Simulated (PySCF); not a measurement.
# BNH2 (SMILES B[N]): UB2PLYP/STO-3G

What is the energy change on altering one bond length of BNH2 at UB2PLYP/STO-3G? The job is set up through a Python script.

The results are computed with PySCF 2.14.0.

11 further runs of the same task are left out: 4 that didn't finish, 7 set aside as unsound or not needed.

**1. The molecule**

BNH2: 4 atoms, total charge 0, spin state triplet. As SMILES, `B[N]`. The coordinates come from a GFN2-xTB relaxation.

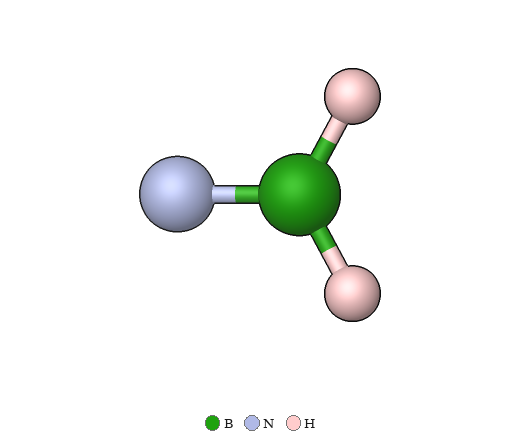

Viewed from a chosen angle; boron green, nitrogen light blue, hydrogen pink.

**2. A single-point energy at UB2PLYP/STO-3G**

Contents of job.py:

```python
from pyscf import gto, dft, mp

mol = gto.M(
    atom='''
B     -0.067558     0.012434    -0.045221
N      1.968679    -0.362185     1.318424
H     -1.997289    -0.895711     0.632302
H      0.096168     1.245443    -1.905486
''',
    unit='bohr',
    spin=2,
    max_memory=1860,
    verbose=4,
    basis='sto-3g',
)

mf = dft.UKS(mol, xc='0.53*HF + 0.47*B88, 0.73*LYP')
mf.conv_tol = 1e-10
mf.grids.level = 5
mf.kernel()
if not mf.converged:
    mf = mf.newton().run(mf.mo_coeff, mf.mo_occ)

pt = mp.MP2(mf, frozen=2).run()
energy = mf.e_tot + 0.27 * pt.e_corr
print('PT2 part  %.8f' % (0.27 * pt.e_corr))
print(f'total energy: {energy:.8f} hartree')
```

The run is started by

```
$ OMP_NUM_THREADS=1 python job.py
```

What it wrote:

```text
PySCF version 2.14.0

[INPUT] num. atoms = 4
[INPUT] num. electrons = 14
[INPUT] charge = 0
[INPUT] spin (= nelec alpha-beta = 2S) = 2
[INPUT] symmetry False subgroup None
[INPUT] Mole.unit = bohr
[INPUT] Symbol           X                Y                Z      unit          X                Y                Z       unit  Magmom
[INPUT]  1 B     -0.035750154015   0.006579789441  -0.023929922655 AA   -0.067558000000   0.012434000000  -0.045221000000 Bohr   0.0
[INPUT]  2 N      1.041780062417  -0.191660048137   0.697679935130 AA    1.968679000000  -0.362185000000   1.318424000000 Bohr   0.0
[INPUT]  3 H     -1.056919822421  -0.473989848770   0.334599808819 AA   -1.997289000000  -0.895711000000   0.632302000000 Bohr   0.0
[INPUT]  4 H      0.050889914020   0.659060053100  -1.008339766927 AA    0.096168000000   1.245443000000  -1.905486000000 Bohr   0.0

nuclear repulsion = 22.2894793929361
number of shells = 8
number of NR pGTOs = 36
number of NR cGTOs = 12
basis = sto-3g
ecp = {}

******** <class 'pyscf.dft.uks.UKS'> ********
method = UKS
initial guess = minao
damping factor = 0
level_shift factor = 0
DIIS = <class 'pyscf.scf.diis.CDIIS'>
diis_start_cycle = 1
diis_space = 8
diis_damp = 0
SCF conv_tol = 1e-10
SCF conv_tol_grad = None
SCF max_cycles = 50
direct_scf = True
direct_scf_tol = 1e-13
number electrons alpha = 8  beta = 6
XC library pyscf.dft.libxc version 7.0.0
    S. Lehtola, C. Steigemann, M. J.T. Oliveira, and M. A.L. Marques.,  SoftwareX 7, 1–5 (2018)
XC functionals = 0.53*HF + 0.47*B88, 0.73*LYP
    A. D. Becke.,  Phys. Rev. A 38, 3098 (1988)
    C. Lee, W. Yang, and R. G. Parr.,  Phys. Rev. B 37, 785 (1988)
    B. Miehlich, A. Savin, H. Stoll, and H. Preuss.,  Chem. Phys. Lett. 157, 200 (1989)
radial grids:
    Treutler-Ahlrichs [JCP 102, 346 (1995); DOI:10.1063/1.469408] (M4) radial grids

becke partition: Becke, JCP 88, 2547 (1988); DOI:10.1063/1.454033
pruning grids: <function nwchem_prune>
grids dens level: 5
symmetrized grids: False
atomic radii adjust function: <function treutler_atomic_radii_adjust>
small_rho_cutoff = 0
Set gradient conv threshold to 1e-05
tot grids = 132352
init E= -79.4511680603778
[... the frontier-level lines of each cycle are left out ...]


cycle= 1 E= -79.4460808963398  delta_E= 0.00509  |g|= 0.15  |ddm|= 1.82
cycle= 2 E= -79.4690133758757  delta_E= -0.0229  |g|= 0.0775  |ddm|= 0.301
cycle= 3 E= -79.4740541790796  delta_E= -0.00504  |g|= 0.0188  |ddm|= 0.133
cycle= 4 E= -79.4748404797316  delta_E= -0.000786  |g|= 0.0048  |ddm|= 0.0527
cycle= 5 E= -79.474888492117  delta_E= -4.8e-05  |g|= 0.00107  |ddm|= 0.0147
cycle= 6 E= -79.4748908953489  delta_E= -2.4e-06  |g|= 0.000234  |ddm|= 0.00375
cycle= 7 E= -79.4748909865369  delta_E= -9.12e-08  |g|= 4.73e-05  |ddm|= 0.000781
cycle= 8 E= -79.474890990312  delta_E= -3.78e-09  |g|= 1.69e-05  |ddm|= 0.000135
cycle= 9 E= -79.4748909907462  delta_E= -4.34e-10  |g|= 9.62e-07  |ddm|= 6.16e-05
cycle= 10 E= -79.4748909907478  delta_E= -1.55e-12  |g|= 2e-07  |ddm|= 2.81e-06
Extra cycle  E= -79.474890990748  delta_E= -2.42e-13  |g|= 1.7e-07  |ddm|= 7.63e-07
converged SCF energy = -79.474890990748  <S^2> = 2.0034814  2S+1 = 3.00232

******** <class 'pyscf.mp.ump2.UMP2'> ********
nocc = (np.int64(6), np.int64(4)), nmo = (10, 10)
frozen orbitals 2
E(UMP2) = -79.5376641712523  E_corr = -0.0627731805042666
E(SCS-UMP2) = -79.5425557613979  E_corr = -0.0676647706499213
E_corr(same-spin) = -0.00884197610215226
E_corr(oppo-spin) = -0.0539312044021143
PT2 part  -0.01694876
total energy: -79.49183975 hartree
```

It took 2.6 s on 1 thread of Arm Neoverse V1, shared host; peak memory 0.17 GiB.

**3. The distorted shape at the same level**

Contents of calc.py:

```python
from pyscf import gto, dft, mp

molecule = gto.M(
    atom='''
B     -1.975279     0.363407    -1.322811
N      1.041780    -0.191660     0.697680
H     -2.996449    -0.117163    -0.964281
H     -1.888639     1.015887    -2.307221
''',
    max_memory=1860,
    basis='sto-3g',
    spin=2,
    verbose=3,
    charge=0,
)

calc0 = dft.UKS(molecule)
calc0.xc = '0.53*HF + 0.47*B88, 0.73*LYP'
calc0.conv_tol = 1e-10
calc0.grids.level = 5
calc0.kernel()
if not calc0.converged:
    calc0 = calc0.newton().run(calc0.mo_coeff, calc0.mo_occ)

pt = mp.MP2(calc0, frozen=2).run()
etot = calc0.e_tot + 0.27 * pt.e_corr
print('PT2 part  %.8f' % (0.27 * pt.e_corr))
print(f'total energy: {etot:.8f} hartree')
```

The run is started by

```
$ OMP_NUM_THREADS=1 python calc.py
```

What it wrote:

```text
WARN: HOMO -0.125923854100049 >= LUMO -0.125933452040347

WARN: HOMO 0.176171352242248 >= LUMO -0.147045456869778

converged SCF energy = -79.3650253804437  <S^2> = 2.9977107  2S+1 = 3.6042812
E(UMP2) = -79.3954321029679  E_corr = -0.0304067225242232
E(SCS-UMP2) = -79.4010834506019  E_corr = -0.036058070158213
PT2 part  -0.00820982
total energy: -79.37323520 hartree
```

Run time: 3.3 s. Hardware: 1 thread of Arm Neoverse V1, shared host; peak memory 0.17 GiB.

**4. Summary of results**

At UB2PLYP/STO-3G, 2 core orbitals frozen:

```
                                                                 quantity         value
                                                first shape: total energy  -79.49184 Eh
                                    first shape: dipole moment (SCF part)        0.77 D
    first shape: HOMO energy (SCF part's orbitals) (highest over α and β)      -7.65 eV
     first shape: LUMO energy (SCF part's orbitals) (lowest over α and β)      -0.78 eV
                                                        first shape: ⟨S²⟩         2.003
                                            distorted shape: total energy  -79.37324 Eh
                                distorted shape: dipole moment (SCF part)        0.13 D
distorted shape: HOMO energy (SCF part's orbitals) (highest over α and β)      -5.63 eV
 distorted shape: LUMO energy (SCF part's orbitals) (lowest over α and β)       3.21 eV
                                                    distorted shape: ⟨S²⟩         2.998
        energy change with the B1–N2 bond stretched from 1.312 to 3.673 Å      3.227 eV
```

What this shows: With the B1–N2 bond stretched from 1.312 to 3.673 Å the energy rises by 3.23 eV (311 kJ/mol). The first shape isn't relaxed at this level, so the change isn't measured from a minimum. The minimal basis adds a large error of its own. Mulliken charges (first shape) run from -0.15 on N2 to +0.22 on B1. ⟨S²⟩ (distorted shape) is 3.00 where a pure triplet has 2.00: the reference is spin-contaminated. Mulliken charges (distorted shape) run from -0.06 on H4 to +0.13 on B1.
